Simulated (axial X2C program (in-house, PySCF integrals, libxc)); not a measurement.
# MgF: bond curves with and without spin–orbit coupling

What are the state, bond length, wavenumber and bond energy of MgF, and what does spin–orbit coupling change?

The runs use an in-house X2C program for linear molecules on PySCF integrals; all-electron X2C, Mg dyall-cv3z, F dyall-av3z.

All values are calculated.

## Step 1: Set-up

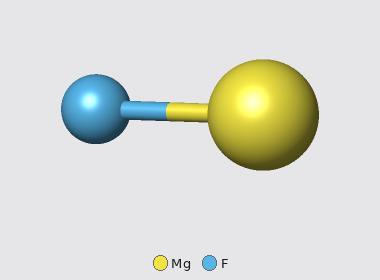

The two atoms at 2.030 Å (magnesium yellow, fluorine blue).

File task.json:

```json
{"zs": [12, 9], "q": 0, "bas": ["dyall-cv3z", "dyall-av3z"], "levels": ["PBE0", "HF", "BHandHLYP"], "cc": true, "r0": 2.03, "thr": -2.0, "nmax": 90, "npts": 10, "nst": 2, "ntry": 6}
```

Keys: zs atomic numbers; q charge; bas basis sets; levels methods (HF also brings MP2); cc coupled cluster on or off; r0 starting distance in Å; thr threshold in hartree for freezing inner shells (an s shell follows its p shell); nmax most natural virtual spinors; npts points asked for on the curve; nst determinants followed; ntry starts of the search.

Launch:

```bash
$ python so2c.py task.json out
```

Spin-free means the one-electron spin-free X2C Hamiltonian; two-component (2c) means X2C with spin–orbit coupling and atomic mean-field two-electron Coulomb and Gaunt terms. Basis: Mg dyall-cv3z contracted to [9s8p6d3f], F dyall-av3z contracted to [7s6p3d2f]; Gaussian nuclei, density fitting. Masses: Mg 23.985 u, F 18.998 u.

Notation: σ, π±, δ± give the projection m of an orbital's angular momentum (0, ±1, ±2), α and β its spin, Λ and M_S the sums; ω is the projection of a spinor's total angular momentum and Ω the sum. Logs are in hartree.

After this run come: PBE0, spin-free; HF, spin-free; BHandHLYP, spin-free; MP2 and beyond, spin-free; PBE0, 2c; HF, 2c; BHandHLYP, 2c; Correlated methods, 2c.

Before running it: what results should come out? Wanted: for each run, Hamiltonian; Re; ωe; De; μ.

The runs gave:

Lowest determinant that the search found at its distance, spin-free: M_S = 1/2, Λ = 0 (beyond closed shells: σα).

Lowest determinant that the search found at its distance, 2c: Ω = 1/2 (excess of +ω over −ω: ω = 1/2).

```
Hamiltonian      level  Re (Å)  ωe (cm⁻¹)  De (eV)  μ (D)
  spin-free       PBE0   1.755        710     4.53  -3.18
  spin-free         HF   1.737        749     3.47  -3.06
  spin-free        MP2   1.769        700     5.08    n/a
  spin-free       CCSD   1.759        716     4.42    n/a
  spin-free    CCSD(T)   1.764        708     4.56    n/a
  spin-free  BHandHLYP   1.743        732     4.21  -3.30
         2c       PBE0   1.755        710     4.52  -3.18
         2c         HF   1.738        749     3.45  -3.06
         2c        MP2   1.769        700     5.07    n/a
         2c       CCSD   1.759        715     4.41    n/a
         2c    CCSD(T)   1.764        706     4.54    n/a
         2c  BHandHLYP   1.743        732     4.21  -3.30
```

Dipoles are positive if F is the positive end.

**Reading.** At CCSD(T), going from spin-free to two-component changes Re by +1 mÅ, ωe by -0.3 %; the spin-free picture holds up (part of it comes from the scalar share of the two-electron terms). De moves by -0.02 eV; both De rest on single-determinant atoms, which can miss part of an open shell's spin–orbit lowering.

De refers to Mg + F, each in the lowest determinant found, which need not be this curve's own limit. Each curve is one determinant whose occupation by symmetry is held fixed; it was picked as the lowest of a PBE0 search that is not exhaustive. De is counted from the lowest determinant-based energies of the atoms at the same level, without counterpoise correction. Density functionals use the spin component along the axis (collinear). Coupled cluster ran in a truncated set of natural virtual spinors; the MP2 energy of the rest was added.
